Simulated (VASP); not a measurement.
Band structure of ReSe2 (space group Fm-3m). All values below come from PBE GGA, VASP's PBE PAW potentials (set 64) (plane waves; VASP).

Unless said otherwise, spin-orbit coupling is left out, though it shifts the bands of the heavy elements here.

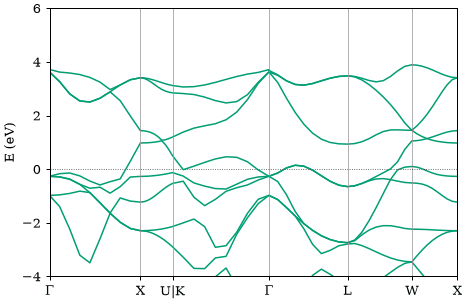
Bands along high-symmetry lines, zero at the valence-band maximum or, without a gap, the Fermi level

Read the plot: is there a gap, and where are the band edges?

It has no gap at this level: it comes out as a metal or semimetal.

The structure was generated: ReSe2 was put into an ordered model structure, which need not be its known phase. The cell was not relaxed at this level. The k-mesh is coarse (spacing up to 0.35 per Å, 2π included), so the numbers may not be converged in it. The electron count is odd and the run is not spin-polarised, which forces a metal.
